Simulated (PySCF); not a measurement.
Consider C5H5FO2 (SMILES COc1coc(F)c1).

```xyz
13

C    -2.1135    0.3965   -0.2283
O    -1.2992   -0.6745   -0.6559
C     0.0341   -0.4882   -0.5431
C     0.9789   -1.4080   -0.9029
O     2.2237   -0.9183   -0.6650
C     2.0497    0.2979   -0.1612
F     3.1442    0.9791    0.1529
C     0.7435    0.6485   -0.0492
H    -1.9610    0.6138    0.8333
H    -3.1400    0.0719   -0.3879
H    -1.9221    1.3010   -0.8139
H     0.9008   -2.3905   -1.3158
H     0.3566    1.5713    0.3263
```

Geometry: GFN2-xTB.

Level of theory: PBE0/def2-SVPD, SCF density, gas phase (PySCF 2.14.0).

Question: What can the converged electron density and electron localisation function tell about the bonding?

Answer: C–F (1.33 Å): ρ is about 2.4 e/Å³ halfway; the ELF peaks at about 0.85 between the atoms: a polar covalent bond.
C–O (1.33 Å): the density is about 2.5 e/Å³ at the midpoint; the ELF peaks at about 0.90 between the atoms: a polar covalent bond.
C–C (1.36 Å): ρ is about 2.2 e/Å³ halfway; the ELF peaks at about 0.95 between the atoms; a covalent bond.
C–H (1.07 Å): ρ at the midpoint is about 2.1 e/Å³; the ELF climbs to about 1 towards the hydrogen, as it does in any bond to H (an ordinary covalent bond to hydrogen).

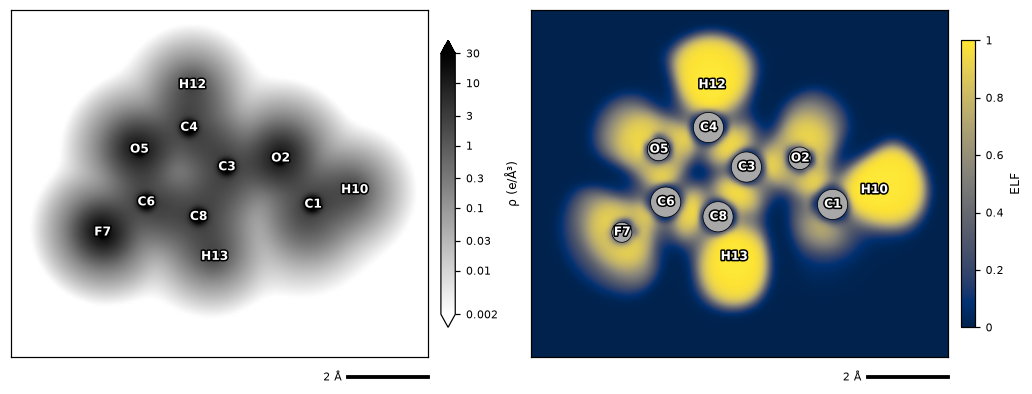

Computed electron density and electron localisation function on the plane of atoms C6, C8 and H13, in this order. Grey discs cover the atomic cores in the ELF map. 
